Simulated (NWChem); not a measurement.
# Single-point calculation, with input and output: BBrCl₂ (charge +1) (part 4 of 4)

BBrCl₂, charge +1, multiplicity 2; MP3/cc-pVDZ, UHF (NWChem 7.3.0). The geometry is that of the parent species in another charge or spin state. The geometry comes from this level: PBE0-D4/def2-TZVP.

Geometry of the input (Å):
```
Cl 0.5821  0.6660  1.5108
B  0.0372  -0.0381  0.0221
Cl 0.4443  -1.6792  -0.3656
Br -1.0081  0.9911  -1.1876
```

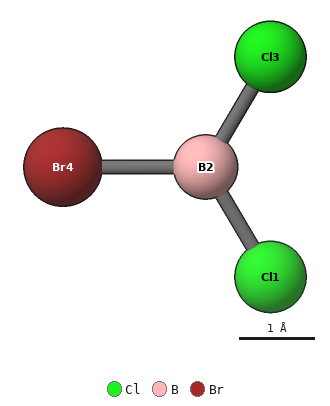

The input geometry (ball-and-stick view, seen at a tilt; atoms are numbered from 1 in the order of the input).

The program's output, continued:
```
     2   2 0 0    -30.752184    -97.339142    -93.012280    159.599238
     2   1 1 0     -2.862242     73.617011     70.181476   -146.660729
     2   1 0 1      3.637470    -96.916153    -92.625977    193.179600
     2   0 2 0    -28.912128   -177.774935   -172.042306    320.905114
     2   0 1 1     -1.930726     24.883986     21.960424    -48.775136
     2   0 0 2    -28.384112   -179.017214   -172.338539    322.971640

                   NWChem Extensible Many-Electron Theory Module
                   ---------------------------------------------

              ======================================================
                   This portion of the program was automatically
                  generated by a Tensor Contraction Engine (TCE).
                  The development of this portion of the program
                 and TCE was supported by US Department of Energy,
                Office of Science, Office of Basic Energy Science.
                      TCE is a product of Battelle and PNNL.
              ======================================================

                                    BBrCl2 mp3

            General Information
            -------------------
      Number of processors :     1
         Wavefunction type : Unrestricted Hartree-Fock
          No. of electrons :    73
           Alpha electrons :    37
            Beta electrons :    36
           No. of orbitals :   154
            Alpha orbitals :    77
             Beta orbitals :    77
        Alpha frozen cores :    20
         Beta frozen cores :    20
     Alpha frozen virtuals :     0
      Beta frozen virtuals :     0
         Spin multiplicity : doublet
    Number of AO functions :    77
       Number of AO shells :    33
        Use of symmetry is : off
      Symmetry adaption is : off
         Schwarz screening : 0.10D-09

          Correlation Information
          -----------------------
          Calculation type : Third-order tensor many-body perturbation theory
   Perturbative correction : none
            Max iterations :       60
        Residual threshold : 0.10D-06
     T(0) DIIS level shift : 0.00D+00
     L(0) DIIS level shift : 0.00D+00
     T(1) DIIS level shift : 0.00D+00
     L(1) DIIS level shift : 0.00D+00
     T(R) DIIS level shift : 0.00D+00
     T(I) DIIS level shift : 0.00D+00
   CC-T/L Amplitude update :  5-th order DIIS
                I/O scheme : Global Array Library
        L-threshold :  0.10D-06
        EOM-threshold :  0.10D-06
 no EOMCCSD initial starts read in
 TCE RESTART OPTIONS
 READ_INT:   F
 WRITE_INT:  F
 READ_TA:    F
 WRITE_TA:   F
 READ_XA:    F
 WRITE_XA:   F
 READ_IN3:   F
 WRITE_IN3:  F
 SLICE:      F
 D4D5:       F
 quantumc:   F
 qrotation:  F
 pwtce:      F
 qducc:      F
 nacto:                         0
 nrotv:                         0
 nrot:                          0

            Memory Information
            ------------------
          Available GA space size is     144167342 doubles
          Available MA space size is     144171236 doubles

 Maximum block size        32 doubles

 tile_dim =     21

 Block   Spin    Irrep     Size     Offset   Alpha
 -------------------------------------------------
   1    alpha     a     17 doubles       0       1
   2    beta      a     16 doubles      17       2
   3    alpha     a     20 doubles      33       3
   4    alpha     a     20 doubles      53       4
   5    beta      a     20 doubles      73       5
   6    beta      a     21 doubles      93       6

 Global array virtual files algorithm will be used

 Parallel file system coherency ......... OK

 Fock matrix recomputed
 1-e file size   =             6498
 1-e file name   = ./work.f1

 tce_ao2e: fast2e=1
 half-transformed integrals in memory

 2-e (intermediate) file size =        45007039
 2-e (intermediate) file name = ./work.v2i

 tce_mo2e: fast2e=1
 2-e integrals stored in memory

 2-e file size   =         19982491
 2-e file name   = ./work.v2
 T1-number-of-tasks                    4

 t1 file size   =             1336
 t1 file name   = ./work.t1
 t1 file handle =       -998
 T2-number-of-boxes                   10

 t2 file size   =          1115696
 t2 file name   = ./work.t2
 t2 file handle =       -995

 MBPT(2) iterations
 --------------------------------------------------------
 Iter          Residuum       Correlation     Cpu    Wall
 --------------------------------------------------------
    1   0.0000000001017  -0.4574798915661     0.0     0.0
 --------------------------------------------------------
 Iterations converged
 MBPT(2) correlation energy / hartree =        -0.457479891566110
 MBPT(2) total energy / hartree       =     -3516.271257198995045

 MBPT(3) iterations
 --------------------------------------------------------
 Iter          Residuum       Correlation     Cpu    Wall
 --------------------------------------------------------
    1   0.1605635949285   0.0000000000000     0.2     0.2
    2   0.0000000001927  -0.0313606602494     0.2     0.2
 --------------------------------------------------------
 Iterations converged
 MBPT(3) correlation energy / hartree =        -0.031360660249353
 MBPT(3) total energy / hartree       =     -3516.302617859244492

 Task  times  cpu:      290.9s     wall:      290.9s
 Total times  cpu:      291.0s     wall:      291.0s
```

Summary:

| quantity | value |
| --- | --- |
| outcome | converged |
| total energy | −3516.302618 hartree |
| SCF energy | −3515.813777 hartree |
| MP2 energy | −3516.271257 hartree |
| correlation energy | −0.488841 hartree |
| basis functions | 77 |
| ⟨S²⟩ | 0.758 |
| wall time | 4.9 min |
| peak memory | 0.58 GiB |
